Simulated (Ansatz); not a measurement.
Electronic density of states of amorphous Si₂₄O₄₈Li, density 2.13 g/cm³, on a 2×2×2 Γ-centred mesh with a Gaussian width of 0.1 eV; energies count from the Fermi level. Cell and mesh are small, so fine structure isn't converged. All values below come from PBE, scalar-relativistic without spin-orbit coupling (plane waves to 420 eV, PAW; Ansatz, a first-principles code). Sampling: a 2×2×2 Γ-centred mesh; Fermi-Dirac width 0.02 eV; collinear spin, started from a total moment of 1 μB (the moments died out). The usual formal charges leave 1 electrons over, so the level spacing at the Fermi energy parts defect or band states and needn't be the band gap. The spare electrons fill defect levels or the bottom of the conduction band, and the levels at the Fermi energy are partly filled.

Preparation: random packing, a CHGNet melt and quench, and a DFT relaxation. O atoms were pushed apart under 1.9 Å during the dynamics, to hinder bonds among them. The hot cell started wider than the set density and was brought back towards it in steps. It is the lowest in DFT energy of 2 quenches. It is a model cell: composition and starting density were chosen by hand, and all elements were melted together. No dispersion term was used. Its density started from a set value of 2.20 and ended at 2.13 g/cm³. Cooling (nominally 320 K/ps over its main leg) ran many orders faster than in experiment, which tends to leave more defects and strain. A cell of this size samples the disorder only roughly. The volume was free in the relaxation, at fixed shape. Stress components on the final sampling reach 1.2 GPa.

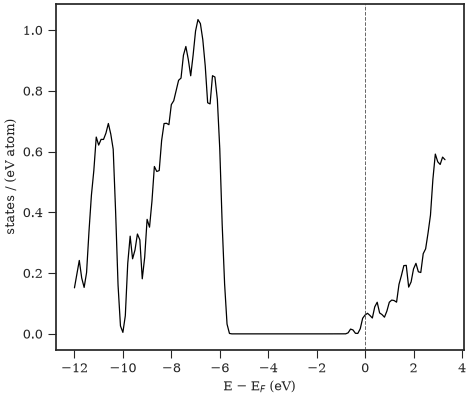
Figure. Density of states per atom
